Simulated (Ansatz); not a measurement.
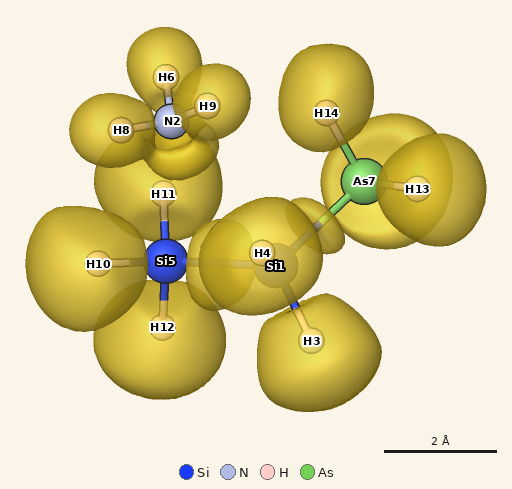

AsH₇Si₂···NH₃. Isosurface of the ELF at 0.8 (yellow), seen at a tilt. Core shells and regions of very low density are left out.

The product side of a reaction path; geometry: PBE0-D4/def2-TZVP.

Computed with RKS PBE0-D4/def2-TZVPP (Ansatz 0.2.0).

```json
{"atom": "Si", "x (Å)": "-0.3222", "y (Å)": "-1.3034", "z (Å)": "-0.4815"}
{"atom": "N", "x (Å)": "0.8259", "y (Å)": "1.0952", "z (Å)": "1.3592"}
{"atom": "H", "x (Å)": "-1.0311", "y (Å)": "-2.4641", "z (Å)": "-1.0974"}
{"atom": "H", "x (Å)": "0.3118", "y (Å)": "-1.7947", "z (Å)": "0.7709"}
{"atom": "Si", "x (Å)": "-1.8290", "y (Å)": "0.4391", "z (Å)": "-0.0948"}
{"atom": "H", "x (Å)": "1.0985", "y (Å)": "2.0077", "z (Å)": "1.0145"}
{"atom": "As", "x (Å)": "1.2518", "y (Å)": "-0.6266", "z (Å)": "-2.1217"}
{"atom": "H", "x (Å)": "0.4057", "y (Å)": "1.2304", "z (Å)": "2.2709"}
{"atom": "H", "x (Å)": "1.6731", "y (Å)": "0.5572", "z (Å)": "1.4951"}
{"atom": "H", "x (Å)": "-2.1537", "y (Å)": "0.5832", "z (Å)": "1.3494"}
{"atom": "H", "x (Å)": "-1.3121", "y (Å)": "1.7290", "z (Å)": "-0.6221"}
{"atom": "H", "x (Å)": "-3.1108", "y (Å)": "0.1589", "z (Å)": "-0.8078"}
{"atom": "H", "x (Å)": "2.1475", "y (Å)": "-1.8371", "z (Å)": "-1.8927"}
{"atom": "H", "x (Å)": "2.0446", "y (Å)": "0.2251", "z (Å)": "-1.1420"}
```

**Identify the bonds, lone pairs and shells in this picture.**

The surface consists of one region between bonded As–Si atoms (shared pairs), one region between bonded Si–Si atoms (shared pairs), seven regions around hydrogen nuclei, one lobe on As, pointing away from the bonds (lone pairs) and one joined region spread over several atoms (H, N), in which their bonds and any lone pairs are merged.

Values along the shortest contacts:
Si5···N2 (3.10 Å): the ELF is about 0.05 at the midpoint. Si–Si (2.34 Å): the ELF peaks at about 1 between the atoms: a covalent bond.
